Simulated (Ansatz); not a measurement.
# C3H5FS: the cost of one run

Program: the Python package of Ansatz 0.2.0. The levels of theory stand in the script. These are calculated values, not measurements.

**1. The system**

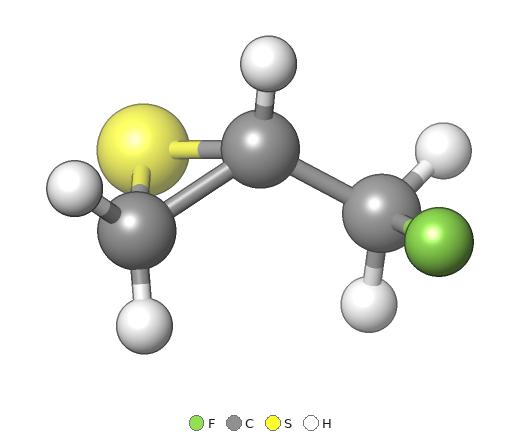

The structure that the script starts from, seen from a chosen angle (fluorine green, carbon grey, sulfur yellow, hydrogen white).

c3h5fs.xyz, read by the script:

```xyz
10

F    -1.30510   -0.86030   -1.33160
C    -0.51020   -1.09890   -0.31560
C    -0.31120    0.16300    0.43260
C     0.84420    1.15060    0.00370
S     1.11010    0.26640    1.44710
H    -0.98440   -1.83880    0.31120
H     0.43520   -1.51420   -0.74080
H    -1.16310    0.57080    0.84720
H     1.39990    0.91220   -0.79990
H     0.56770    2.19810    0.14900
```

**2. The script**

File methods_c3h5fs.py:

```python
"""One geometry of C3H5FS, method by method."""

from pathlib import Path

import ansatz as az
import numpy as np

BASIS_SET = "cc-pVDZ"

mol = az.Crystal.molecule_from_extxyz("c3h5fs.xyz")

setup = mol.calculation().basis(gaussian=BASIS_SET)

print("functional    E (Ha)        dipole (D)   HOMO (eV)  LUMO (eV)")
for name in ["lc_wpbe", "hf", "r2scan", "pbe", "cam_b3lyp"]:
    summary = setup.functional(name).forces().orbitals().run(runs_dir="runs").report
    lines = Path(summary["orbitals_path"]).read_text().splitlines()
    field_of = lambda key: [line.split("=")[1].strip() for line in lines if line.startswith(key)]
    orbitals = [(27.211386 * float(e), s, float(n)) for e, s, n in zip(field_of("Ene="), field_of("Spin="), field_of("Occup="))]
    homo = max(e for e, _, n in orbitals if n > 0.5)
    lumo = min(e for e, _, n in orbitals if n < 0.5)
    dipole = 4.803205 * np.linalg.norm(summary["charge_distribution"]["dipole_moment_e_ang"])
    print(f"{name:10s} {summary['free_energy_ev'] / 27.211386246:14.6f} {dipole:9.3f} {homo:11.3f} {lumo:10.3f}")
```

**3. The calls as engine input**

The engine receives this input (first run):

```yaml
crystal:
  periodic: [false, false, false]
  atoms:
    - { symbol: F, position_ang: [-1.3051, -0.8603, -1.3316] }
    - { symbol: C, position_ang: [-0.5102, -1.0989, -0.3156] }
    - { symbol: C, position_ang: [-0.3112, 0.163, 0.4326] }
    - { symbol: C, position_ang: [0.8442, 1.1506, 0.0037] }
    - { symbol: S, position_ang: [1.1101, 0.2664, 1.4471] }
    - { symbol: H, position_ang: [-0.9844, -1.8388, 0.3112] }
    - { symbol: H, position_ang: [0.4352, -1.5142, -0.7408] }
    - { symbol: H, position_ang: [-1.1631, 0.5708, 0.8472] }
    - { symbol: H, position_ang: [1.3999, 0.9122, -0.7999] }
    - { symbol: H, position_ang: [0.5677, 2.1981, 0.149] }
basis:
  gaussian:
    orbitals: cc-pVDZ
hamiltonian:
  xc: lc_wpbe
output:
  orbitals: {}
  forces: true
```

**4. The run**

On the command line:

```
$ python methods_c3h5fs.py
```

Q: Estimate wall time and peak memory on 1 thread of AMD EPYC 9R14 (Zen 4), shared host.

About 13 s, with a peak of 0.31 GiB.
